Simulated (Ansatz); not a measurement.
# r2SCAN0/3-21G run of [AlH4]− (SMILES [AlH4-])

Aim: the energy change on altering one bond length of [AlH4]− at r2SCAN0/3-21G, from 2 runs. 

The results are computed with Ansatz 0.2.0.

2 further runs of the same task are left out: 2 set aside as unsound or not needed.

## Step 1: The molecule

[AlH4]−: 5 atoms, total charge -1, spin state singlet. As SMILES, `[AlH4-]`. Geometry: a GFN2-xTB relaxation, a rough one for these elements and not checked as a minimum.

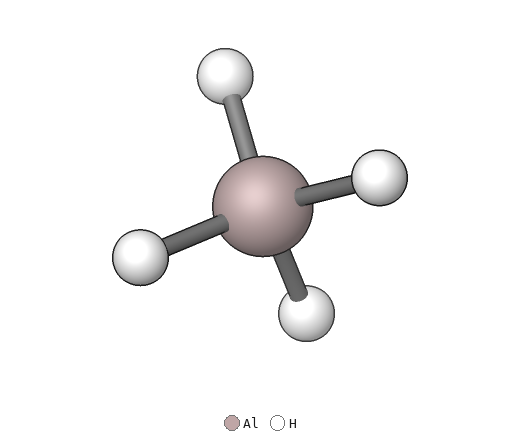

Viewed from a chosen angle; aluminium light grey, hydrogen white.

## Step 2: A single-point energy at r2SCAN0/3-21G

input.yaml

```yaml
basis:
  gaussian: {orbitals: 3-21G.json}
crystal:
  periodic: [false, false, false]
  atoms:
    - symbol: Al
      position_ang: [-0.000020, 0.000060, -0.001080]
    - symbol: H
      position_ang: [1.443510, -0.504270, 0.556410]
    - symbol: H
      position_ang: [-1.182970, -0.604500, 0.939130]
    - symbol: H
      position_ang: [-0.203840, -0.517130, -1.530710]
    - symbol: H
      position_ang: [-0.056670, 1.625850, 0.036250]
total_charge: -1
hamiltonian: {xc: {name: r2SCAN0}}
accuracy: high
```

The basis set 3-21G is read from a file made from the Basis Set Exchange's data (not shown).

Run with:

```
$ ansatz run input.yaml --threads 1 --pin off --max-ram 2610MiB --events-out events.jsonl --progress --plain --runs-dir runs
```

The program printed:

```text
Warning: RAYON_NUM_THREADS=1 ignored (pool sized by the plan → 1); use --threads N
Functional definition: r2SCAN0
  name "r2SCAN0"
  parameter a = 0.25
  parameter k0 = 0.174
  parameter k1 = 0.065
  parameter a1 = 4.9479
  exchange = (1 - a)*r2scan_x(k0 = k0, k1 = k1, a1 = a1) + a*exact_x
  correlation = r2scan_c
425 factors; integrals over basis functions are off by at most 2.5e-9 eV
mean field evaluation 1: about -6623.9181 eV, gradient 6.0e0 eV
mean field evaluation 2: about -6624.0520 eV, gradient 2.1e0 eV
mean field evaluation 4: about -6624.0690 eV, gradient 2.0e-1 eV
mean field evaluation 8: about -6624.0678 eV, gradient 1.4e-3 eV
mean field -6624.06778332 eV, -243.4300010828 hartree, gradient 2.8e-8 eV, S^2 0.000000; 0 other end points of the search recorded, 0 dependent functions left out
reference -6624.06778403 eV, -243.4300011087 hartree; 9, 9 occupied and 12, 12 virtual orbitals, 425 factors
Total energy: -6624.06778403 eV, -243.4300011087 hartree
```

Run time: 1.9 s. Hardware: 1 thread of Arm Neoverse V1, shared host; peak memory 0.12 GiB.

## Step 3: The distorted shape at the same level

input.yaml

```yaml
crystal:
  periodic: [false, false, false]
  atoms:
    - {symbol: Al, position_ang: [-0.360868, 0.126130, -0.140439]}
    - {symbol: H, position_ang: [1.443510, -0.504270, 0.556410]}
    - {symbol: H, position_ang: [-1.543818, -0.478430, 0.799771]}
    - {symbol: H, position_ang: [-0.564688, -0.391060, -1.670069]}
    - {symbol: H, position_ang: [-0.417518, 1.751920, -0.103109]}
basis:
  gaussian: {orbitals: 3-21G.json}
total_charge: -1
hamiltonian: {xc: {name: r2SCAN0}}
accuracy: high
```

The basis set 3-21G is read from a file made from the Basis Set Exchange's data (not shown).

Run with:

```
$ ansatz run input.yaml --threads 1 --pin off --max-ram 2610MiB --events-out events.jsonl --progress --plain --runs-dir runs
```

The program printed:

```text
Warning: RAYON_NUM_THREADS=1 ignored (pool sized by the plan → 1); use --threads N
Functional definition: r2SCAN0
  name "r2SCAN0"
  parameter a = 0.25
  parameter k0 = 0.174
  parameter k1 = 0.065
  parameter a1 = 4.9479
  exchange = (1 - a)*r2scan_x(k0 = k0, k1 = k1, a1 = a1) + a*exact_x
  correlation = r2scan_c
422 factors; integrals over basis functions are off by at most 3.0e-9 eV
mean field evaluation 1: about -6623.3953 eV, gradient 6.9e0 eV
mean field evaluation 2: about -6623.5674 eV, gradient 3.3e0 eV
mean field evaluation 4: about -6623.6199 eV, gradient 3.0e-1 eV
mean field evaluation 8: about -6623.6182 eV, gradient 9.8e-3 eV
mean field evaluation 16: about -6623.6182 eV, gradient 3.9e-9 eV
mean field -6623.61820020 eV, -243.4134792075 hartree, gradient 4.0e-9 eV, S^2 0.000000; 0 other end points of the search recorded, 0 dependent functions left out
reference -6623.61820091 eV, -243.4134792338 hartree; 9, 9 occupied and 12, 12 virtual orbitals, 422 factors
Total energy: -6623.61820091 eV, -243.4134792338 hartree
```

It took 2.1 s on 1 thread of Arm Neoverse V1, shared host; peak memory 0.12 GiB.

## Step 4: Summary of results

Level: r2SCAN0/3-21G.

| quantity | value |
| --- | --- |
| first shape: total energy | -243.43000 Eh |
| distorted shape: total energy | -243.41348 Eh |
| energy change with the Al1–H2 bond stretched from 1.628 to 2.034 Å | 0.450 eV |

**Reading.** With the Al1–H2 bond stretched from 1.628 to 2.034 Å the energy rises by 0.45 eV (10.4 kcal/mol). The first shape isn't relaxed at this level, so the change isn't measured from a minimum.
